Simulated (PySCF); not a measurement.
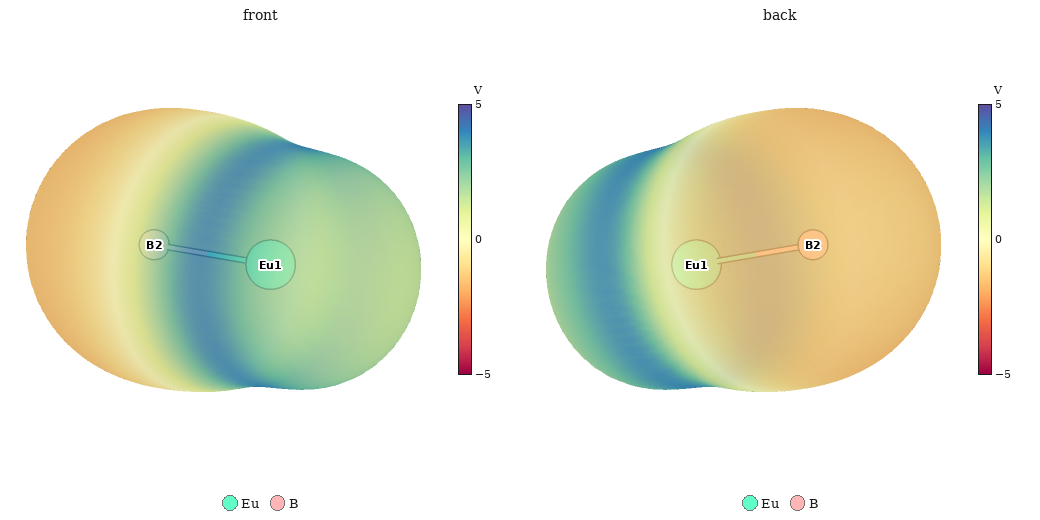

The picture shows: EuB (multiplicity 11). The electrostatic potential painted on the density surface at 0.002 e/bohr³, seen from the front and from behind; red is negative and blue positive.

Method: PBE0/x2c-SVPall, spin-free X2C-1e, Gaussian nucleus, at a bond length of 2.396 Å (PySCF).

```xyz
2

Eu    0.0000    0.0000   -0.1609
B     0.0000    0.0000    2.2351
```

> Describe the electrostatic potential map.

The most negative region (about −1.5 V) lies over B2, the most positive (about +4.0 V) over Eu1.
